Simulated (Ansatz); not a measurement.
## Calibrating B3LYP-D4/def2-TZVPP on molecular compounds of Y

The vertical ionisation energy (cation less neutral) in eV of 7 molecular compounds of Y: x at B3LYP-D4/def2-TZVPP, y at CCSD(T)/def2-TZVPP. Shapes, held fixed at every level: PBE0-D4/def2-TZVP. Flexible molecules stand in one conformer, not always the lowest. Programs: Ansatz 0.2.0.

| molecule | x (eV) | y (eV) |
| --- | --- | --- |
| C2H8NO2Y (SMILES C[N](C)[Y]([OH])[OH]) | 7.56 | 7.58 |
| C3H9O3Y (SMILES C[O][Y]([O]C)[O]C) | 8.69 | ? |
| YSi2NH8O2 (SMILES [NH2][Y]([O][SiH3])[O][SiH3]) | 9.09 | 9.25 |
| C2H6ClO2Y (SMILES C[O][Y]([Cl])[O]C) | 9.39 | 10.10 |
| Y(NH2)F2 | 9.66 | 9.53 |
| Y(OH)2F | 10.60 | 11.13 |
| YCl2F (SMILES [F][Y]([Cl])[Cl]) | 11.07 | 11.60 |

**Question.** Fit y = c + s·x to the known rows and predict y for C3H9O3Y.

**Answer.** 
1. Means of the 6 rows: x = 9.5617, y = 9.865.
2. Σ(Δx)² = 7.6215, Σ(Δx·Δy) = 8.721, so the slope is 8.721/7.6215 = 1.1443.
3. Intercept: 9.865 − (1.1443) × 9.5617 = -1.076. The largest residual of the fit is 0.45.
4. C3H9O3Y: -1.076 + 1.1443 × 8.69 = 8.87 eV.

CCSD(T)/def2-TZVPP gives 9.53 eV, so the prediction is off by -0.66 eV, more than the largest residual. Uncorrected, B3LYP-D4/def2-TZVPP misses it by -0.84 eV, and the other rows by 0.35 on average. The line removes about 20 % of this miss. Left out in turn, the other rows are missed by 0.22 eV on average, so the withheld one doesn't follow the line. Cations run unrestricted. For atoms past krypton def2 sets carry core potentials with scalar relativity. Outer-core shells of Y are correlated, in sets that cover them unevenly.

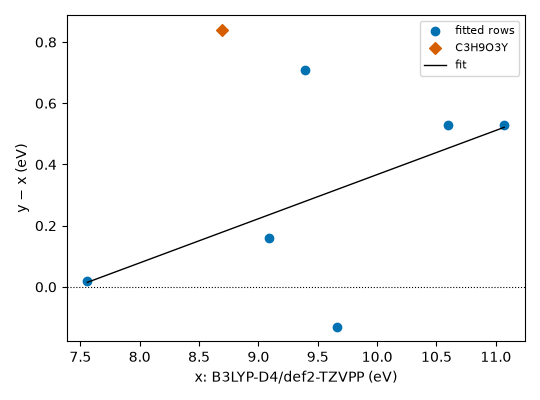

The correction y − x against x, with the fitted line and the withheld molecule.
